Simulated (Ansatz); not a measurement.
# SiCN (quartet): trial inputs and their diagnosis

3 inputs are run for SiCN (quartet) as typed; the log has to tell whether the result can be used and what must change.

Computed with Ansatz 0.2.0, Gaussian basis. Level: the settings change from run to run.

15 further runs of the same task are left out: 1 for a known fault of the program, 8 that didn't finish, 6 set aside as unsound or not needed.

### 1 The geometry

The geometry is a PBE0/def2-TZVP stationary point (not a proven minimum) of the parent state, kept for this charge and spin.

3 atoms, charge 0, spin multiplicity 4.

Atoms are counted from 1 here; the program's logs count them from 0.

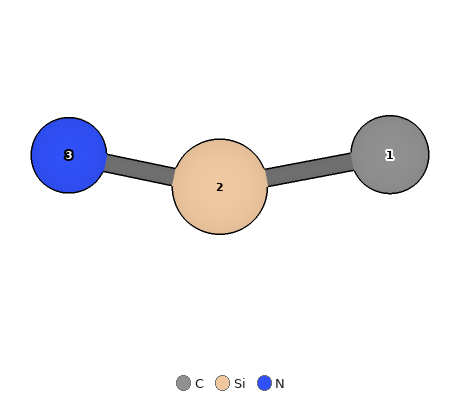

The structure; carbon grey, silicon light orange, nitrogen blue; atoms are numbered from 1 in the order of the file.

Geometry (Å):

```xyz
3
CNSi
C     0.0000   -0.1769    1.8043
Si    0.0000    0.1608    0.0143
N     0.0000   -0.1707   -1.5758
```

### 2 Input 1

Input file in.yaml:

```yaml
crystal:
  periodic: [false, false, false]
  atoms:
    - {symbol: C, position_ang: [0.000000, -0.176914, 1.804270]}
    - {symbol: Si, position_ang: [0.000000, 0.160791, 0.014299]}
    - {symbol: N, position_ang: [0.000000, -0.170706, -1.575828]}
basis:
  gaussian: {orbitals: cc-pVDZ}
correlation: {method: sc_nevpt2, electrons: outside_noble_gas, active_space: {window: {electrons: 5, orbitals: 5}}}
magnetization: {spin_polarized: true, initial_magnetization: 3}
```

Launch:

```
$ ansatz run in.yaml --threads 1 --pin off --events-out ev --progress --plain --max-ram 2393MiB
```

Standard output:

```text
Error: invalid value for `correlation.active_space`: it starts from restricted Hartree–Fock orbitals; set hamiltonian.xc: hf without magnetization.spin_polarized
```

Wall time 0.03 s (1 thread of Arm Neoverse V1, shared host).

Diagnosis: The run was refused. An active space is asked on unrestricted orbitals. Cure: drop spin_polarized: true.

### 3 Input 2

Input file in.yaml:

```yaml
crystal:
  periodic: [false, false, false]
  atoms:
    - {symbol: C, position_ang: [0.000000, -0.176914, 1.804270]}
    - {symbol: Si, position_ang: [0.000000, 0.160791, 0.014299]}
    - {symbol: N, position_ang: [0.000000, -0.170706, -1.575828]}
basis:
  gaussian: {orbitals: cc-pVDZ}
magnetization: {spin_polarized: false, initial_magnetization: 3}
correlation: {method: qcisd_t, electrons: outside_noble_gas}
```

Same command.

Standard output:

```text
Error: YAML parse error: error: line 10 column 23: unknown variant `qcisd_t`, expected one of mp2, rpa, ccsd, ccsd_t, bccd, bccd_t, ccsdt, ccsdt_q, ccsdt_q_b, ccsdtq, fci, sc_nevpt2, fic_nevpt4_sd, fic_mrcisd_q, fic_mrcisd_q_relaxed
  --> <input>:10:23
   |
 8 |   gaussian: {orbitals: cc-pVDZ}
 9 | magnetization: {spin_polarized: false, initial_magnetization: 3}
10 | correlation: {method: qcisd_t, electrons: outside_noble_gas}
   |                       ^ unknown variant `qcisd_t`, expected one of mp2, rpa, ccsd, ccsd_t, bccd, bccd_t, ccsdt, ccsdt_q, ccsdt_q_b, ccsdtq, fci, sc_nevpt2, fic_nevpt4_sd, fic_mrcisd_q, fic_mrcisd_q_relaxed
```

Wall time 0.03 s (1 thread of Arm Neoverse V1, shared host).

Diagnosis: The run was refused. The method's name isn't one that the program knows. Cure: name one from the list in the message.

### 4 Input 3

Input file in.yaml:

```yaml
crystal:
  periodic: [false, false, false]
  atoms:
    - {symbol: C, position_ang: [0.000000, -0.176914, 1.804270]}
    - {symbol: Si, position_ang: [0.000000, 0.160791, 0.014299]}
    - {symbol: N, position_ang: [0.000000, -0.170706, -1.575828]}
basis:
  gaussian: {orbitals: STO-3G}
magnetization: {spin_polarized: true, initial_magnetization: 3}
correlation: {method: ccsdt, electrons: outside_noble_gas}
scf: {max_iter: 3}
```

Launched as before.

Standard output:

```text
Error: invalid value for `basis.gaussian`: such a run doesn't read scf.max_iter; remove what it names
```

Run time: 0.03 s. Hardware: 1 thread of Arm Neoverse V1, shared host.

**Diagnosis.** The run was refused. The input holds a key that the program doesn't read here. To mend it, remove it or spell it as the reference does.

### 5 Summary

```tsv
input	level	ended	cause	time
1	NEVPT2(5,5)/cc-pVDZ	refused	an active space is asked on unrestricted orbitals	0.03 s
2	'qcisd_t'/cc-pVDZ	refused	the method's name isn't one that the program knows	0.03 s
3	CCSDT on UHF/STO-3G	refused	the input holds a key that the program doesn't read here	0.03 s
```

3 refused.
